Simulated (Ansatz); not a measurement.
GeCl2 (SMILES Cl[Ge]Cl): the energy, rung by rung

GeCl2 has 3 atoms, charge 0, and is taken as a singlet. As SMILES, `Cl[Ge]Cl`. The shape was relaxed beforehand at wB97X-V/def2-SVP.

```xyz
3

Cl   -0.0642   -1.6779    0.4238
Ge   -0.4223    0.0673   -0.8341
Cl    0.4865    1.6106    0.4103
```

Quantity: the adiabatic ionisation energy (to the doublet cation, shapes relaxed at wB97X-V/def2-SVP, no zero-point term), in eV. The values are calculated.

```json
{"level": "HF/def2-TZVPP", "kind": "Hartree–Fock", "program": "Ansatz", "value (eV)": "9.13", "less CCSD(T)/def2-TZVPP": "-0.78"}
{"level": "BLYP/def2-TZVPP", "kind": "GGA", "program": "Ansatz", "value (eV)": "9.81", "less CCSD(T)/def2-TZVPP": "-0.10"}
{"level": "PBE0-D4/def2-TZVPP", "kind": "global hybrid", "program": "Ansatz", "value (eV)": "9.92", "less CCSD(T)/def2-TZVPP": "+0.01"}
{"level": "CAM-B3LYP/def2-TZVPP", "kind": "range-separated hybrid", "program": "Ansatz", "value (eV)": "10.09", "less CCSD(T)/def2-TZVPP": "+0.18"}
{"level": "wB97M-V/def2-TZVPP", "kind": "range-separated hybrid", "program": "Ansatz", "value (eV)": "10.01", "less CCSD(T)/def2-TZVPP": "+0.10"}
{"level": "B2PLYP/def2-TZVPP", "kind": "double hybrid", "program": "Ansatz", "value (eV)": "9.94", "less CCSD(T)/def2-TZVPP": "+0.03"}
{"level": "MP2/def2-TZVPP", "kind": "perturbation theory", "program": "Ansatz", "value (eV)": "9.91", "less CCSD(T)/def2-TZVPP": "0.00"}
{"level": "CCSD(T)/def2-TZVPP", "kind": "coupled cluster or CI", "program": "Ansatz", "value (eV)": "9.91", "less CCSD(T)/def2-TZVPP": "0.00"}
```

CCSD(T)/def2-TZVPP is the highest level here, not the true value. All-electron rows without a relativistic Hamiltonian named are non-relativistic. The values span 9.13 to 10.09 eV. In the correlated wave-function rows the outer d shell of Ge is correlated, in sets not made for it.

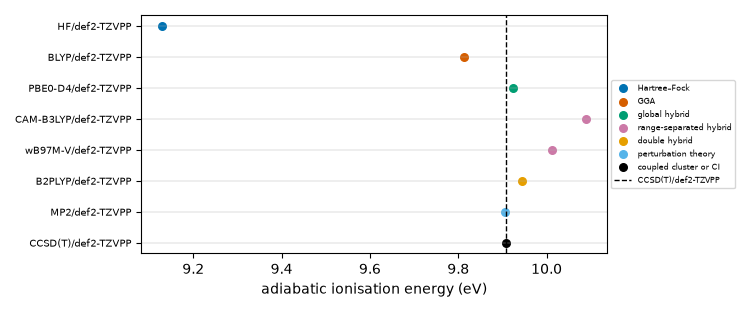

The values of the table, level by level.
